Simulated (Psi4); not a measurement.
**B3LYP/def2-SVP (core potential, sweep point 3) run of SnO (tin(ii) oxide)**

Aim: the vertical singlet–triplet gap of SnO (tin(ii) oxide) at B3LYP/def2-SVP (core potential, sweep point 3), from 2 runs. 

Program for the calculation: Psi4 1.11.

4 further runs of the same task are left out: 4 set aside as unsound or not needed.

## 1. The system as given

SnO has 2 atoms, charge 0, and is taken as a singlet. SMILES: `[O]=[Sn]`. Geometry: a GFN2-xTB relaxation, a rough one for these elements and not checked as a minimum.

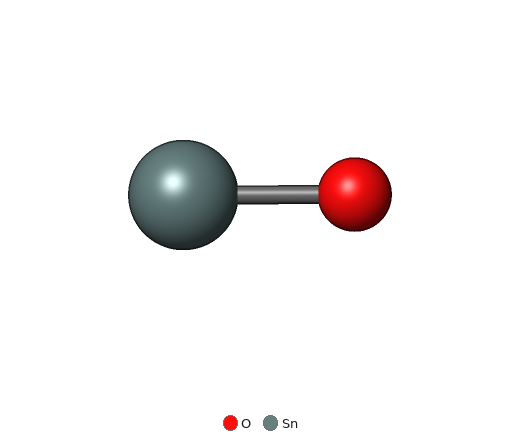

Viewed from a chosen angle; oxygen red, tin teal.

## 2. A single-point energy at B3LYP/def2-SVP (core potential, sweep point 3)

File osn.dat:

```
memory 1600 MB

molecule {
  0 1
  O      0.000000     0.000000     0.000000
  Sn     0.000000     0.000000     1.803580
  symmetry c1
}

set {
  basis def2-SVP
  puream true
  scf_type pk
  dft_radial_points 35
  dft_spherical_points 110
}

e_tot = energy('b3lyp')
```

Launch:

```console
$ psi4 -i osn.dat -o osn.out -n 1
```

osn.out, cut to the lines that bear on the results:

```text
[...]
    !!!  WARNING: ECP capability is in beta. Please check occupations closely.  !!!
[...]
  Running in c1 symmetry.
[...]
  Nuclear repulsion =   51.639067342685109
[...]
  Multiplicity = 1
[...]
  Nalpha       = 15
  Nbeta        = 15
[...]
    Number of basis functions: 40
[...]
   @RKS iter   1:  -289.03191681273768   -1.18414e+00   2.49995e-02 ADIIS/DIIS
[...]
   @RKS iter   9:  -289.51533790017305   -1.04134e-07   6.45889e-07 DIIS
[...]
    Orbital Energies [Eh]
    ---------------------
    Doubly Occupied:
       1A    -19.098978     2A     -5.107603     3A     -3.451552
       4A     -3.451552     5A     -3.441671     6A     -1.052065
       7A     -1.034937     8A     -1.034908     9A     -1.027139
      10A     -1.027139    11A     -0.839342    12A     -0.425937
      13A     -0.280131    14A     -0.280131    15A     -0.270265
[...]
  @RKS Final Energy:  -289.51533790017305
   => Energetics <=
    Nuclear Repulsion Energy =             51.6390673426851095
    One-Electron Energy =                -583.3248640461463310
    Two-Electron Energy =                 263.8131520097164184
    DFT Exchange-Correlation Energy =     -21.6426932064283015
    Empirical Dispersion Energy =           0.0000000000000000
    VV10 Nonlocal Energy =                  0.0000000000000000
    Total Energy =                       -289.5153379001730514
[...]
 Multipole Moments:
 ------------------------------------------------------------------------------------
     Multipole            Electronic (a.u.)      Nuclear  (a.u.)        Total (a.u.)
 ------------------------------------------------------------------------------------
 L = 1.  Multiply by 2.5417464519 to convert [e a0] to [Debye]
 Dipole X            :          0.0000001            0.0000000            0.0000001
 Dipole Y            :         -0.0000000            0.0000000           -0.0000000
 Dipole Z            :         16.6791058          -15.2317011            1.4474047
 Magnitude           :                                                    1.4474047
[...]
```

Run time: 1.9 s. Hardware: 1 thread of AMD EPYC 7B13 (Zen 3), shared host; peak memory 0.2 GiB.

## 3. The triplet, same level

File osn.inp:

```
memory 1600 mb

molecule geom {
  0 3
  O      0.000000     0.000000     0.000000
  Sn     0.000000     0.000000     1.803580
  symmetry c1
}

set reference uks
set puream true
set scf_type pk
set dft_radial_points 35
set dft_spherical_points 110
set maxiter 150

result = energy('b3lyp/def2-SVP')
```

Launch:

```console
$ psi4 -i osn.inp -o osn.out -n 1
```

osn.out, cut to the lines that bear on the results:

```text
[...]
    !!!  WARNING: ECP capability is in beta. Please check occupations closely.  !!!
[...]
  Running in c1 symmetry.
[...]
  Nuclear repulsion =   51.639067342685109
[...]
  Multiplicity = 3
[...]
  Nalpha       = 16
  Nbeta        = 14
[...]
    Number of basis functions: 40
[...]
   @UKS iter   1:  -288.96649187314466   -1.11871e+00   2.30253e-02 DIIS/ADIIS
[...]
   @UKS iter  12:  -289.39958719500828   -1.61685e-09   1.31461e-07 DIIS
[...]
   @S^2 Observed:                2.008755001E+00
[...]
    Orbital Energies [Eh]
    ---------------------
    Alpha Occupied:
       1A    -19.156567     2A     -5.122118     3A     -3.466288
       4A     -3.465575     5A     -3.456272     6A     -1.085280
       7A     -1.049934     8A     -1.041292     9A     -1.041123
      10A     -1.040786    11A     -0.902738    12A     -0.479997
      13A     -0.343793    14A     -0.338318    15A     -0.331432
      16A     -0.151678
    Alpha Virtual:
      17A     -0.100973    18A      0.005270    19A      0.134163
      20A      0.221100    21A      0.221104    22A      0.282756
      23A      0.317364    24A      0.319676    25A      0.376631
[...]
  @UKS Final Energy:  -289.39958719500828
   => Energetics <=
    Nuclear Repulsion Energy =             51.6390673426851095
    One-Electron Energy =                -582.5544923873449079
    Two-Electron Energy =                 263.1521244343045964
    DFT Exchange-Correlation Energy =     -21.6362865846531633
    Empirical Dispersion Energy =           0.0000000000000000
    VV10 Nonlocal Energy =                  0.0000000000000000
    Total Energy =                       -289.3995871950082801
[...]
 Multipole Moments:
 ------------------------------------------------------------------------------------
     Multipole            Electronic (a.u.)      Nuclear  (a.u.)        Total (a.u.)
 ------------------------------------------------------------------------------------
 L = 1.  Multiply by 2.5417464519 to convert [e a0] to [Debye]
 Dipole X            :          0.0000064            0.0000000            0.0000064
 Dipole Y            :         -0.0000025            0.0000000           -0.0000025
 Dipole Z            :         16.3039273          -15.2317011            1.0722263
 Magnitude           :                                                    1.0722263
[...]
```

Wall time 2 s (1 thread of AMD EPYC 7B13 (Zen 3), shared host); peak memory 0.2 GiB.

## 4. Summary of results

At B3LYP/def2-SVP (core potential, sweep point 3):

```
                                        quantity          value
                           singlet: total energy  -289.51534 Eh
                          singlet: dipole moment         3.68 D
                            singlet: HOMO energy       -7.35 eV
                            singlet: LUMO energy       -2.25 eV
                          singlet: HOMO–LUMO gap        5.10 eV
                           triplet: total energy  -289.39959 Eh
                          triplet: dipole moment         2.73 D
     triplet: HOMO energy (highest over α and β)       -4.13 eV
                                   triplet: ⟨S²⟩          2.009
vertical energy of the triplet above the singlet       3.150 eV
```

At this shape the triplet lies 3.15 eV (304 kJ/mol) above the singlet.
